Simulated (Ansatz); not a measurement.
## Fields on a plane of PbTe (rock salt)

```
CELL_PARAMETERS angstrom
      0.00000     3.26735     3.26735
      3.26735     0.00000     3.26735
      3.26735     3.26735     0.00000
ATOMIC_POSITIONS crystal
  Te 0.00000 0.00000 0.00000
  Pb 0.50000 0.50000 0.50000
```

The slice is a {110} plane (indices of the conventional cell) through the point (0.000, 0.000, 0.000) (fractional), spanned by u = [100] and v = [1 -1 -1] in vectors of this cell: u (4.62 Å) and v (6.53 Å, at 90° to u). It covers one period; positions are fractions (u, v).

Atoms on it: Te at (0.00, 0.00); Pb at (0.00, 0.50).

Level of theory: r2SCAN (plane waves to 500 eV, PAW, scalar-relativistic; Ansatz, a program for electronic structure). k mesh 9×9×9. Near the nuclei the fields are pseudised (PAW); where an atom keeps semicore shells as valence, they peak there. PbTe was relaxed with its symmetry unable to fall. Spin-orbit coupling is left out, though Pb and Te are heavy.

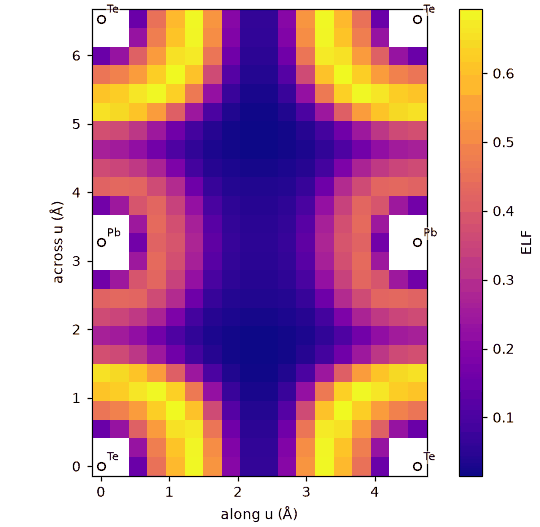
Electron localisation function (ELF), one period of the plane, atoms marked. Points within 0.5 Å of a nucleus are left white, as the pseudised field means little there.

```
|00598521001258950|
|35897421001247985|
|99985310000135899|
|88753210000123578|
|55432100000012345|
|22211000000001122|
|22110000000000112|
|32210000000000122|
|44321000000001234|
|54432100000012344|
|34442100000012444|
|13542100000012453|
|34442100000012444|
|54432100000012344|
|44321000000001234|
|32210000000000122|
|22110000000000112|
|22211000000001122|
|55432100000012345|
|88753210000123578|
|99985310000135899|
|35897421001247985|
|00598521001258950|
|00399521001259930|
```
Scale: ten equal steps from 0.002 (start of '0') to 0.101 (end of '9'), in the order '0123456789'. Values: density of the highest valence band (whole band, smooth part) in e/Å³. The map has 17 points along u (one character each, u = 0 at the left) and 24 along v (v = 0 in the bottom row). 

* **Density on the Te–Pb line (3.27 Å) at its density minimum, 1.7 Å from Te**: 0.19 e/Å³
* **ELF at that point**: 0.3
* **ELF maximum in the middle third of the Te–Pb line**: 0.65, 1.3 Å from Te
